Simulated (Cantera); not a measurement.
Input: 1 mol SiH₂Cl₂, 8.1 mol H₂O, 0.25 mol H₂, 8.3 mol O₂, at 1.33 mbar.

These are equilibrium values from Cantera (NASA tables, ideal gas, pure condensed phases), not measurements of a reactor. Candidate condensed phases: H₂O, Si, SiO₂; 30 gas species. The tables hold silica as quartz up to 1696 K and as liquid above; real silica turns to tridymite and cristobalite and melts near 1996 K. Rates play no part.

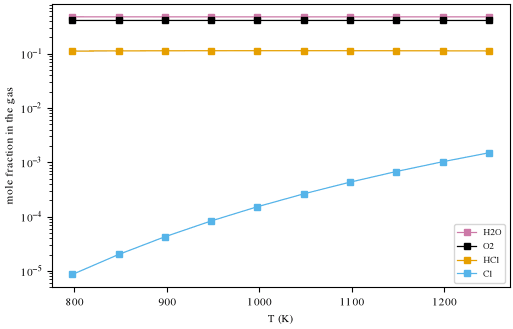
Equilibrium gas composition (values under 1e-9 drawn at 1e-9)

Q: Read off the mole fractions at 848 K.

A: H₂O about 0.48, O₂ about 0.41, HCl about 0.11, Cl about 2.0e-5.
